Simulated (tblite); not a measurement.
# C6H12B2: the cost of one run

Computed with tblite 0.8.0 and PySCF 2.14.0, with density-fitted response routines of our own, on a single molecule in the gas phase. Atoms count from 0, in the outputs and in this text.

## 1. The molecule as given

20 atoms, charge 0, multiplicity 1; geometry from: force field or distance geometry start.

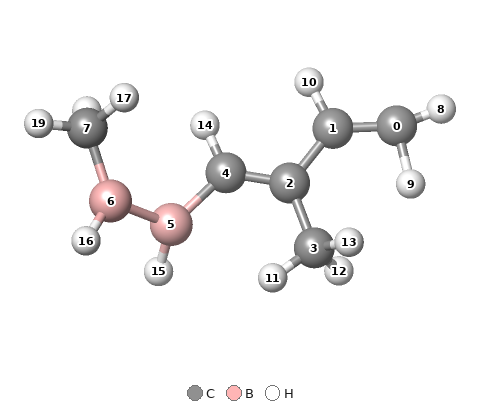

The starting geometry (carbon grey, boron pink, hydrogen white), atoms numbered; sticks join atoms by distance.

## 2. Relaxing the molecule with GFN2-xTB

Job settings and geometry (Å):

```
{"job": {"kind": "relax", "xc": "GFN2-xTB", "basis": "xTB"}, "charge": 0, "multiplicity": 1}
C     -2.898700    -0.794500     1.788700
C     -1.747000    -0.272100     1.480800
C     -0.761400    -0.692600     0.486700
C     -0.994500    -1.829700    -0.447500
C      0.352900     0.001600     0.400300
B      1.518700    -0.264100    -0.624700
B      2.089400     1.049000    -1.528000
C      2.106700     2.447100    -0.831500
H     -3.763500    -0.938500     2.223000
H     -2.937200    -1.764700     0.968400
H     -1.465200     0.590500     2.124300
H     -0.184600    -1.852100    -1.185200
H     -0.968300    -2.766200     0.193000
H     -1.962000    -1.726700    -0.964900
H      0.576000     0.861400     1.071700
H      2.274800    -1.195300    -0.568900
H      2.522800     0.837600    -2.586000
H      1.049400     2.850400    -0.864900
H      2.401000     2.350000     0.233800
H      2.785500     3.119500    -1.372200
```

The run is started by

```sh
$ OMP_NUM_THREADS=1 python probes_run.py task.json out
```

One launch serves the whole session: the jobs run in the order shown.

**Question.** How long does this first job take on 1 thread of Intel Xeon at 2.50GHz, shared host, and how much memory does it need?

About 2.5 s, with a peak of 0.18 GiB.
